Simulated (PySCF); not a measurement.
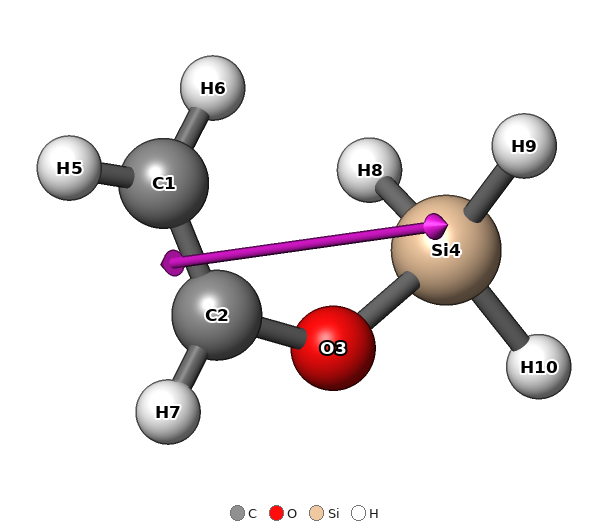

The double arrow shows the direction of the transition dipole to excited singlet state 1 (its length means nothing). The geometry was computed by an optimisation with GFN2-xTB. No frequency run is at hand to confirm it as a minimum. Properties computed with TDDFT ωB97X-D/def2-SVPD, vertical, gas phase, core orbitals frozen in the response (PySCF 2.14.0).

> Give its energy, strength and character.

6.57 eV (189 nm), oscillator strength 0.016, mainly HOMO → LUMO (weight 0.90); transition dipole 0.79 D.

The geometry is semi-empirical. Around Si such bond lengths and angles can be off by a tenth of an ångström or more and by several degrees, and values that hang on the shape move with them.
